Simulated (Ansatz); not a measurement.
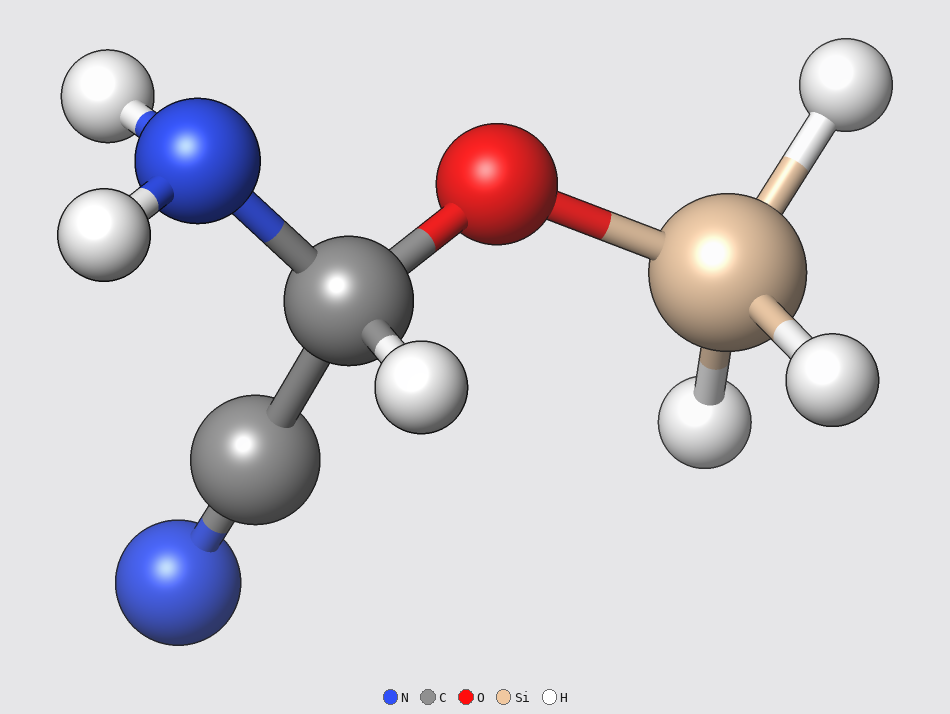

The geometry was computed by an optimisation with PBE0-D4/def2-TZVP.

Draw it as a skeletal formula.

SMILES: N#C[C@H](N)O[SiH3]

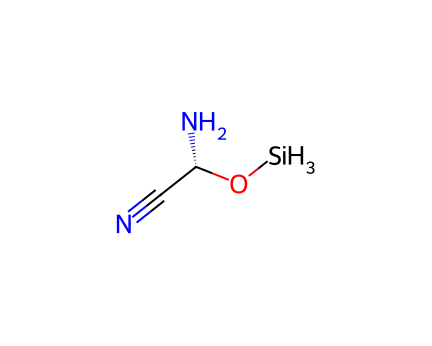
